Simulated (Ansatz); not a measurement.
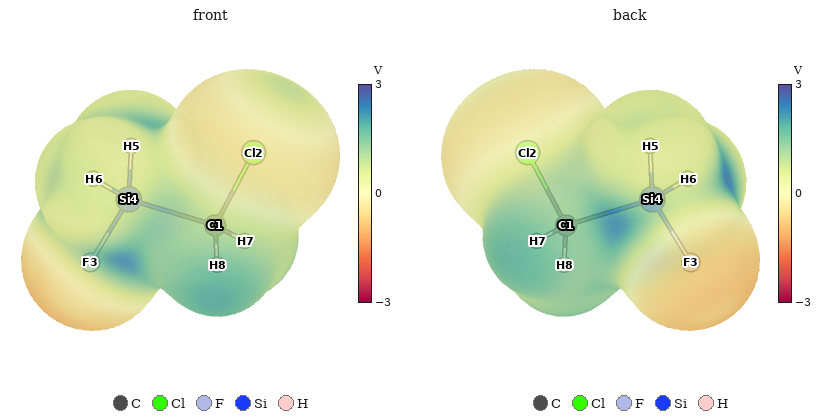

The picture shows: CH4ClFSi (SMILES F[SiH2]CCl). The electrostatic potential painted on the density surface at 0.004 e/bohr³, seen from the front and from behind; red is negative and blue positive.

Geometry: r2SCAN-D4/def2-SVP.

Level of theory: isolated molecule in a Gaussian basis; Kohn-Sham density functional theory, functional PBE0 (Ansatz).

```yaml
atoms:
  - { symbol: C, position_ang: [0.2834, -0.1635, -2.2214] }
  - { symbol: Cl, position_ang: [-0.1348, 1.5956, -2.2774] }
  - { symbol: F, position_ang: [0.4009, -2.2550, -0.2844] }
  - { symbol: Si, position_ang: [0.0432, -0.6713, -0.4268] }
  - { symbol: H, position_ang: [-1.3768, -0.4706, -0.0414] }
  - { symbol: H, position_ang: [0.9721, 0.1028, 0.4353] }
  - { symbol: H, position_ang: [-0.3823, -0.6925, -2.9197] }
  - { symbol: H, position_ang: [1.3194, -0.2770, -2.5743] }
```

Q: Which sites attract a positive test charge, and which a negative one?

A: A positive charge is drawn to the negative regions and a negative charge to the positive ones. The most negative region (about −0.9 V) lies over F3, the most positive (about +2.3 V) over Si4. Cl2 shows a σ-hole: about +0.9 V at the tip opposite its bond, against about −0.3 V on its flanks.

Q: What dipole moment does the calculation give?

A: Its dipole moment is 0.57 D.
